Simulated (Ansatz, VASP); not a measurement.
# SrTiO3: VASP beside Ansatz

Aim: how closely do two programs agree when they are given the same cell, functional and k mesh? The cell is a member of a volume series, scaled by 0.96 from a relaxed one, so a pressure remains.

Calculated with Ansatz 0.2.0; plane waves, with VASP 6.6.1 beside it; zone-centre phonons at LDA.

**1. Set-up**

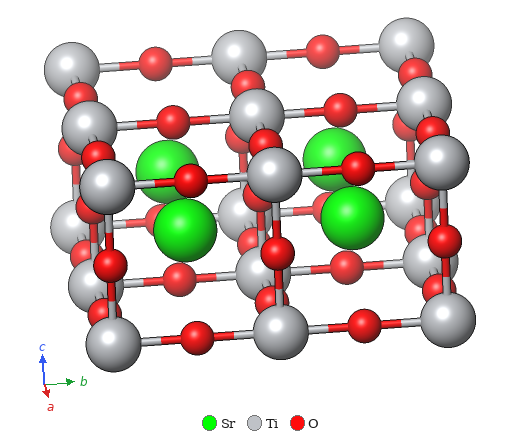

Start, viewed slightly off an axis; strontium green, titanium light grey, oxygen red. 2×2×1 cells are drawn. Some periodic images of atoms are drawn too.

Structure file:

```xyz
5
Lattice="3.8086 0.0000 0.0000 0.0000 3.8086 0.0000 0.0000 0.0000 3.8086" Properties=species:S:1:pos:R:3 pbc="T T T"
Sr    1.9043    1.9043    1.9043
Ti    0.0000    0.0000    0.0000
O     1.9043    0.0000    0.0000
O     0.0000    1.9043    0.0000
O     0.0000    0.0000    1.9043
```

**2. VASP: zone-centre phonons, LDA**

Second derivatives magnify differences that forces hide, and they need a tight electronic threshold.

Lines of VASP's logs that name or quote its potential files are left out, and so is its time.

Input file INCAR:

```
SYSTEM = SrTiO3
PREC = Accurate
ENCUT = 560
EDIFF = 1E-08
NELM = 100
ISMEAR = 0
SIGMA = 0.03
LREAL = .FALSE.
ALGO = Normal
GGA = CA
NBANDS = 26
LASPH = .TRUE.
LORBIT = 11
LWAVE = .FALSE.
LCHARG = .FALSE.
KPAR = 8
IBRION = 6
NFREE = 2
POTIM = 0.015
NSW = 1
ISIF = 2
```

Input file POSCAR:

```
SrTiO3
1.0
    3.8086206835      0.0000000000      0.0000000000
    0.0000000000      3.8086206835      0.0000000000
    0.0000000000      0.0000000000      3.8086206835
Sr Ti O
1 1 3
Direct
    0.5000000000      0.5000000000      0.5000000000
    0.0000000000      0.0000000000      0.0000000000
    0.5000000000      0.0000000000      0.0000000000
    0.0000000000      0.5000000000      0.0000000000
    0.0000000000      0.0000000000      0.5000000000
```

Input file KPOINTS:

```
Automatic mesh
0
Gamma
6 6 6
0 0 0
```

The projector-augmented-wave data sets are Sr_sv, Ti_sv and O (LDA family, release 64).

The run is started by

```console
mpirun -np 8 vasp_std
```

Numbers of over 12 decimals in the logs are rounded to 6 here.

The log of the run:

```text
[banner, memory and clock lines left out]
running    8 mpi-ranks, on    1 nodes
 distrk:  each k-point on    1 cores,    8 groups
 distr:  one band on    1 cores,    1 groups

 POSCAR found type information on POSCAR SrTiO
 POSCAR found :  3 types and       5 ions
|                                                                             |
|           W    W    AA    RRRRR   N    N  II  N    N   GGGG   !!!           |
|           W    W   A  A   R    R  NN   N  II  NN   N  G    G  !!!           |
|           W    W  A    A  R    R  N N  N  II  N N  N  G       !!!           |
|           W WW W  AAAAAA  RRRRR   N  N N  II  N  N N  G  GGG   !            |
|           WW  WW  A    A  R   R   N   NN  II  N   NN  G    G                |
|           W    W  A    A  R    R  N    N  II  N    N   GGGG   !!!           |
|                                                                             |
|     For optimal performance we recommend to set                             |
|       NCORE = 2 up to number-of-cores-per-socket                            |
|     NCORE specifies how many cores store one orbital (NPAR=cpu/NCORE).      |
|     This setting can greatly improve the performance of VASP for DFT.       |
|     The default, NCORE=1 might be grossly inefficient on modern             |
|     multi-core architectures or massively parallel machines. Do your        |
|     Unfortunately you need to use the default for GW and RPA                |
|     calculations (for HF NCORE is supported but not extensively tested      |
|     yet).                                                                   |
|                                                                             |

 LDA part: xc-table for (Slater(with rela. corr.)+CA(PZ))
 , standard interpolation
 POSCAR, INCAR and KPOINTS ok, starting setup
 FFT: planning ... GRIDC
 FFT: planning ... GRID_SOFT
 FFT: planning ... GRID
 WAVECAR not read
 entering main loop
       N       E                     dE             d eps       ncg     rms          rms(c)
DAV:   1     0.448311905398E+03    0.44831E+03   -0.21965E+04  1040   0.178E+03
DAV:   2    -0.859571991743E+01   -0.45691E+03   -0.44185E+03  1198   0.480E+02
DAV:   3    -0.512202670354E+02   -0.42625E+02   -0.41553E+02  1178   0.145E+02
DAV:   4    -0.538185261970E+02   -0.25983E+01   -0.25956E+01  1768   0.301E+01
DAV:   5    -0.538570650255E+02   -0.38539E-01   -0.38521E-01  1352   0.326E+00    0.298E+01
DAV:   6    -0.441912969979E+02    0.96658E+01   -0.56199E+01  1470   0.714E+01    0.186E+01
DAV:   7    -0.441973821697E+02   -0.60852E-02   -0.73153E+00  1330   0.212E+01    0.125E+01
DAV:   8    -0.442016292235E+02   -0.42471E-02   -0.16281E+00  1310   0.138E+01    0.311E+00
DAV:   9    -0.441169205982E+02    0.84709E-01   -0.39822E-01  1304   0.688E+00    0.851E-01
DAV:  10    -0.441201143127E+02   -0.31937E-02   -0.11557E-01  1402   0.245E+00    0.714E-01
DAV:  11    -0.441134141465E+02    0.67002E-02   -0.45310E-02  1530   0.163E+00    0.137E-01
DAV:  12    -0.441132828611E+02    0.13129E-03   -0.21668E-03  1332   0.557E-01    0.546E-02
DAV:  13    -0.441133083247E+02   -0.25464E-04   -0.20398E-04  1498   0.109E-01    0.312E-02
DAV:  14    -0.441133009656E+02    0.73590E-05   -0.45934E-05  1342   0.502E-02    0.102E-02
DAV:  15    -0.441133002140E+02    0.75164E-06   -0.14752E-05  1440   0.268E-02    0.715E-03
DAV:  16    -0.441132999858E+02    0.22823E-06   -0.20172E-06  1394   0.148E-02    0.124E-03
DAV:  17    -0.441132999794E+02    0.63592E-08   -0.88503E-08  1254   0.308E-03
   1 F= -.44113300E+02 E0= -.44113300E+02  d E =-.178700E-44
[... from here on, the cycles between the ionic steps are left out ...]
   2 F= -.44112749E+02 E0= -.44112749E+02  d E =-.137221E-44
   3 F= -.44112749E+02 E0= -.44112749E+02  d E =-.138560E-44
   4 F= -.44112684E+02 E0= -.44112684E+02  d E =-.134368E-44
   5 F= -.44112684E+02 E0= -.44112684E+02  d E =-.135131E-44
   6 F= -.44111330E+02 E0= -.44111330E+02  d E =-.167449E-44
   7 F= -.44111330E+02 E0= -.44111330E+02  d E =-.166349E-44
   8 F= -.44112857E+02 E0= -.44112857E+02  d E =-.188235E-44
 Finite differences progress:
  Degree of freedom:   4/  4
  Displacement:        1/  2
  Total:               7/  8
 bond charge predicted
       N       E                     dE             d eps       ncg     rms          rms(c)
DAV:   1    -0.441100689289E+02    0.27879E-02   -0.32713E+00  3516   0.982E+00    0.309E-01
DAV:   2    -0.441134114538E+02   -0.33425E-02   -0.45415E-02  3870   0.127E+00    0.184E-01
DAV:   3    -0.441128805933E+02    0.53086E-03   -0.20178E-03  4430   0.279E-01    0.637E-02
DAV:   4    -0.441128601899E+02    0.20403E-04   -0.45808E-04  3816   0.162E-01    0.270E-02
DAV:   5    -0.441128590670E+02    0.11229E-05   -0.35742E-05  3890   0.579E-02    0.171E-02
DAV:   6    -0.441128574706E+02    0.15964E-05   -0.31168E-06  4404   0.147E-02    0.829E-03
DAV:   7    -0.441128568043E+02    0.66632E-06   -0.19005E-06  3748   0.107E-02    0.137E-03
DAV:   8    -0.441128568369E+02   -0.32640E-07   -0.45631E-07  3786   0.446E-03    0.996E-04
DAV:   9    -0.441128568327E+02    0.41896E-08   -0.20165E-08  3052   0.115E-03
   9 F= -.44112857E+02 E0= -.44112857E+02  d E =-.182371E-44
 Finite differences progress:
  Degree of freedom:   4/  4
  Displacement:        2/  2
  Total:               8/  8
```

From OUTCAR (step 2):

```text
ion  position               nearest neighbor table
   1  0.500  0.500  0.500-   3 2.69   4 2.69   5 2.69   3 2.69   4 2.69   3 2.69   5 2.69   3 2.69
                             4 2.69   5 2.69   4 2.69   5 2.69   2 3.30   2 3.30   2 3.30   2 3.30
   2  0.000  0.000  0.000-   3 1.90   4 1.90   5 1.90   5 1.90   4 1.90   3 1.90   1 3.30   1 3.30
                             1 3.30   1 3.30   1 3.30   1 3.30   1 3.30   1 3.30
   3  0.500  0.000  0.000-   2 1.90   2 1.90   1 2.69   1 2.69   1 2.69   1 2.69
   4  0.000  0.500  0.000-   2 1.90   2 1.90   1 2.69   1 2.69   1 2.69   1 2.69
   5  0.000  0.000  0.500-   2 1.90   2 1.90   1 2.69   1 2.69   1 2.69   1 2.69

  LATTYP: Found a simple cubic cell.
 ALAT       =     3.8086206835

 Subroutine GETGRP returns: Found 48 space group operations
 (whereof 48 operations were pure point group operations)

The static configuration has the point symmetry O_h .

 Found     20 irreducible k-points:

   k-points           NKPTS =     20   k-points in BZ     NKDIM =     20   number of bands    NBANDS=     26

   dimension x,y,z NGX =    30 NGY =   30 NGZ =   30
   dimension x,y,z NGXF=    60 NGYF=   60 NGZF=   60

   ENCUT  =  560.0 eV  41.16 Ry    6.42 a.u.   7.35  7.35  7.35*2*pi/ulx,y,z

   NELECT =      40.0000    total number of electrons

 k-points in reciprocal lattice and weights: Automatic mesh
   0.00000000  0.00000000  0.00000000       0.005
   0.16666667  0.00000000  0.00000000       0.028
   0.33333333  0.00000000  0.00000000       0.028
   0.50000000  0.00000000  0.00000000       0.014
   0.16666667  0.16666667  0.00000000       0.056
   0.33333333  0.16666667  0.00000000       0.111
   0.50000000  0.16666667  0.00000000       0.056
   0.33333333  0.33333333  0.00000000       0.056
   0.50000000  0.33333333  0.00000000       0.056
[...]
0.50000000  0.50000000  0.33333333       0.028
   0.50000000  0.50000000  0.50000000       0.005

 average (electrostatic) potential at core
       1 -33.4682       2 -75.5738       3 -70.0451       4 -70.0450       5 -70.0452

 E-fermi :   4.8160

 k-point     1 :       0.0000    0.0000    0.0000
  band No.  band energies     occupation
    ...
     16       3.2017      2.00000
     17       3.2017      2.00000
     18       4.2194      2.00000
     19       4.2208      2.00000
     20       4.2210      2.00000
     21       6.3955      0.00000
     22       6.3958      0.00000
     23       6.3984      0.00000
     24       9.3519      0.00000
     25       9.3525      0.00000
    ...

 k-point     2 :       0.1667    0.0000    0.0000
  band No.  band energies     occupation
    ...
     16       2.8154      2.00000
     17       2.9233      2.00000
     18       3.3889      2.00000
     19       4.0553      2.00000
     20       4.0558      2.00000
     21       6.4477      0.00000
     22       7.0706      0.00000
     23       7.0707      0.00000
     24       9.4123      0.00000
     25      10.0808      0.00000
    ...

 k-point     3 :       0.3333    0.0000    0.0000
  band No.  band energies     occupation
    ...
     16       2.1993      2.00000
     17       2.2634      2.00000
     18       2.4426      2.00000
     19       3.8736      2.00000
     20       3.8737      2.00000
     21       6.5571      0.00000
     22       8.1594      0.00000
     23       8.1602      0.00000
     24       9.4426      0.00000
     25      11.2855      0.00000
    ...

 POSITION                                       TOTAL-FORCE (eV/Angst)
 -----------------------------------------------------------------------------------
      1.90431      1.90431      1.90431         0.000000     -0.000858      0.000000
      0.00000      0.00000      0.00000         0.000000      0.017549      0.000000
      1.90431     -0.01500      0.00000         0.000000      0.058959      0.000000
      0.00000      1.90431      0.00000         0.000000     -0.090477      0.000000
      0.00000      0.00000      1.90431         0.000000      0.014827      0.000000
 -----------------------------------------------------------------------------------
    total drift:                                0.000000      0.000220     -0.000000

  FREE ENERGIE OF THE ION-ELECTRON SYSTEM (eV)
  ---------------------------------------------------
  free  energy   TOTEN  =       -44.1128568327 eV

  energy  without entropy=      -44.1128568327  energy(sigma->0) =      -44.11285683

 Eigenvectors and eigenvalues of the dynamical matrix
 ----------------------------------------------------

   1 f  =   18.400158 THz   115.611604 2PiTHz  613.763214 cm-1    76.096906 meV
             X         Y         Z           dx          dy          dz
      1.904310  1.904310  1.904310     0.015976    0.000310    0.000000
      0.000000  0.000000  0.000000     0.126722    0.002460    0.000000
      1.904310  0.000000  0.000000    -0.885978    0.006115    0.000000
      0.000000  1.904310  0.000000     0.314923   -0.017202   -0.000000
      0.000000  0.000000  1.904310     0.314923    0.006115   -0.000000

   2 f  =   18.400158 THz   115.611604 2PiTHz  613.763214 cm-1    76.096906 meV
             X         Y         Z           dx          dy          dz
      1.904310  1.904310  1.904310     0.000000   -0.000000   -0.015979
      0.000000  0.000000  0.000000     0.000000   -0.000000   -0.126746
      1.904310  0.000000  0.000000    -0.000000   -0.000000   -0.314982
      0.000000  1.904310  0.000000     0.000000    0.000000   -0.314982
      0.000000  0.000000  1.904310     0.000000   -0.000000    0.886145

   3 f  =   18.400158 THz   115.611604 2PiTHz  613.763214 cm-1    76.096906 meV
             X         Y         Z           dx          dy          dz
      1.904310  1.904310  1.904310    -0.000310    0.015976   -0.000000
      0.000000  0.000000  0.000000    -0.002460    0.126722    0.000000
      1.904310  0.000000  0.000000     0.017202    0.314923    0.000000
      0.000000  1.904310  0.000000    -0.006115   -0.885978   -0.000000
      0.000000  0.000000  1.904310    -0.006115    0.314923    0.000000

   4 f  =    6.708827 THz    42.152805 2PiTHz  223.782389 cm-1    27.745468 meV
             X         Y         Z           dx          dy          dz
      1.904310  1.904310  1.904310     0.000000    0.000000   -0.000000
      0.000000  0.000000  0.000000     0.000000   -0.000000   -0.000000
      1.904310  0.000000  0.000000    -0.000000    0.534665    0.064695
      0.000000  1.904310  0.000000     0.458201   -0.000000   -0.064695
      0.000000  0.000000  1.904310    -0.458201   -0.534665   -0.000000

   5 f  =    6.708827 THz    42.152805 2PiTHz  223.782389 cm-1    27.745468 meV
             X         Y         Z           dx          dy          dz
      1.904310  1.904310  1.904310     0.000000    0.000000   -0.000000
      0.000000  0.000000  0.000000     0.000000   -0.000000    0.000000
      1.904310  0.000000  0.000000    -0.000000   -0.440220    0.286898
      0.000000  1.904310  0.000000     0.473176    0.000000   -0.286898
      0.000000  0.000000  1.904310    -0.473176    0.440220    0.000000

   6 f  =    6.708827 THz    42.152805 2PiTHz  223.782389 cm-1    27.745468 meV
             X         Y         Z           dx          dy          dz
      1.904310  1.904310  1.904310     0.000000    0.000000   -0.000000
      0.000000  0.000000  0.000000     0.000000   -0.000000   -0.000000
      1.904310  0.000000  0.000000    -0.000000   -0.142616   -0.643043
      0.000000  1.904310  0.000000     0.257209   -0.000000    0.643043
      0.000000  0.000000  1.904310    -0.257209    0.142616    0.000000

   7 f  =    5.766866 THz    36.234285 2PiTHz  192.361929 cm-1    23.849829 meV
             X         Y         Z           dx          dy          dz
      1.904310  1.904310  1.904310     0.002418    0.000030   -0.581006
      0.000000  0.000000  0.000000    -0.003361   -0.000042    0.807794
      1.904310  0.000000  0.000000    -0.000288    0.000003   -0.050493
      0.000000  1.904310  0.000000     0.000210   -0.000004   -0.050493
      0.000000  0.000000  1.904310     0.000210    0.000003    0.069167

   8 f  =    5.766866 THz    36.234285 2PiTHz  192.361929 cm-1    23.849829 meV
             X         Y         Z           dx          dy          dz
      1.904310  1.904310  1.904310    -0.575068    0.082853   -0.002388
      0.000000  0.000000  0.000000     0.799539   -0.115194    0.003321
      1.904310  0.000000  0.000000     0.068460    0.007200   -0.000208
      0.000000  1.904310  0.000000    -0.049977   -0.009863   -0.000208
      0.000000  0.000000  1.904310    -0.049977    0.007200    0.000284

   9 f  =    5.766866 THz    36.234285 2PiTHz  192.361929 cm-1    23.849829 meV
             X         Y         Z           dx          dy          dz
      1.904310  1.904310  1.904310     0.082852    0.575073    0.000375
      0.000000  0.000000  0.000000    -0.115193   -0.799546   -0.000521
      1.904310  0.000000  0.000000    -0.009863    0.049977    0.000033
      0.000000  1.904310  0.000000     0.007200   -0.068460    0.000033
      0.000000  0.000000  1.904310     0.007200    0.049977   -0.000045

  10 f  =    3.557787 THz    22.354237 2PiTHz  118.675010 cm-1    14.713819 meV
             X         Y         Z           dx          dy          dz
      1.904310  1.904310  1.904310     0.002323   -0.011349   -0.430654
      0.000000  0.000000  0.000000     0.001457   -0.007118   -0.270090
      1.904310  0.000000  0.000000    -0.001883    0.014661    0.556325
      0.000000  1.904310  0.000000    -0.003001    0.009200    0.556325
      0.000000  0.000000  1.904310    -0.003001    0.014661    0.349098

  11 f  =    3.557787 THz    22.354237 2PiTHz  118.675010 cm-1    14.713819 meV
             X         Y         Z           dx          dy          dz
      1.904310  1.904310  1.904310    -0.096308    0.419747   -0.011582
      0.000000  0.000000  0.000000    -0.060401    0.263250   -0.007264
      1.904310  0.000000  0.000000     0.078069   -0.542236    0.014961
      0.000000  1.904310  0.000000     0.124412   -0.340256    0.014961
      0.000000  0.000000  1.904310     0.124412   -0.542236    0.009388

  12 f  =    3.557787 THz    22.354237 2PiTHz  118.675010 cm-1    14.713819 meV
             X         Y         Z           dx          dy          dz
      1.904310  1.904310  1.904310     0.419900    0.096335   -0.000273
      0.000000  0.000000  0.000000     0.263346    0.060418   -0.000171
      1.904310  0.000000  0.000000    -0.340381   -0.124447    0.000353
      0.000000  1.904310  0.000000    -0.542434   -0.078092    0.000353
      0.000000  0.000000  1.904310    -0.542434   -0.124447    0.000222

  13 f/i=    0.017411 THz     0.109398 2PiTHz    0.580778 cm-1     0.072007 meV
             X         Y         Z           dx          dy          dz
      1.904310  1.904310  1.904310     0.407290   -0.557393   -0.001706
      0.000000  0.000000  0.000000     0.299900   -0.410425   -0.001256
      1.904310  0.000000  0.000000     0.175023   -0.240217   -0.000735
      0.000000  1.904310  0.000000     0.175528   -0.239526   -0.000735
      0.000000  0.000000  1.904310     0.175528   -0.240217   -0.000733

  14 f/i=    0.017411 THz     0.109398 2PiTHz    0.580778 cm-1     0.072007 meV
             X         Y         Z           dx          dy          dz
      1.904310  1.904310  1.904310    -0.498206   -0.363091   -0.310693
      0.000000  0.000000  0.000000    -0.366845   -0.267355   -0.228773
      1.904310  0.000000  0.000000    -0.214092   -0.156479   -0.133898
      0.000000  1.904310  0.000000    -0.214709   -0.156029   -0.133898
      0.000000  0.000000  1.904310    -0.214709   -0.156479   -0.133513

  15 f/i=    0.017411 THz     0.109398 2PiTHz    0.580778 cm-1     0.072007 meV
             X         Y         Z           dx          dy          dz
      1.904310  1.904310  1.904310    -0.249960   -0.184534    0.616475
      0.000000  0.000000  0.000000    -0.184054   -0.135878    0.453930
      1.904310  0.000000  0.000000    -0.107414   -0.079528    0.265679
      0.000000  1.904310  0.000000    -0.107724   -0.079299    0.265679
      0.000000  0.000000  1.904310    -0.107724   -0.079528    0.264915

 ELASTIC MODULI CONTR FROM IONIC RELAXATION (kBar)
 Direction    XX          YY          ZZ          XY          YZ          ZX
 --------------------------------------------------------------------------------
 XX           0.0000      0.0000      0.0000      0.0000      0.0000      0.0000
 YY           0.0000      0.0000      0.0000      0.0000      0.0000      0.0000
 ZZ           0.0000      0.0000      0.0000      0.0000      0.0000      0.0000
 XY           0.0000      0.0000      0.0000      0.0000      0.0000      0.0000
 YZ           0.0000      0.0000      0.0000      0.0000      0.0000      0.0000
 ZX           0.0000      0.0000      0.0000      0.0000      0.0000      0.0000
 --------------------------------------------------------------------------------

 total charge
# of ion       s       p       d       tot
------------------------------------------
    1        2.002   5.800   0.242   8.044
    2        2.260   6.390   1.889  10.538
    3        1.555   3.509   0.000   5.064
    4        1.555   3.509   0.000   5.064
    5        1.555   3.509   0.000   5.064
--------------------------------------------------
tot          8.925  22.718   2.131  33.774

[... 3 further parts left out ...]
```

(Part 1 of 2 ends here.)

[Lines on the potential files, build, host, timing and source positions are cut from VASP's logs without a mark.]

[Logs are printed without paths, hosts, clocks, repeated set-up lines and the standing remarks that a program may print on its own settings, such as how far it seeks lower states.]

[Hosts, paths, dates, database ids (printed as entryN), source tags and the programs' standing remarks are cut or masked in the printed files.]
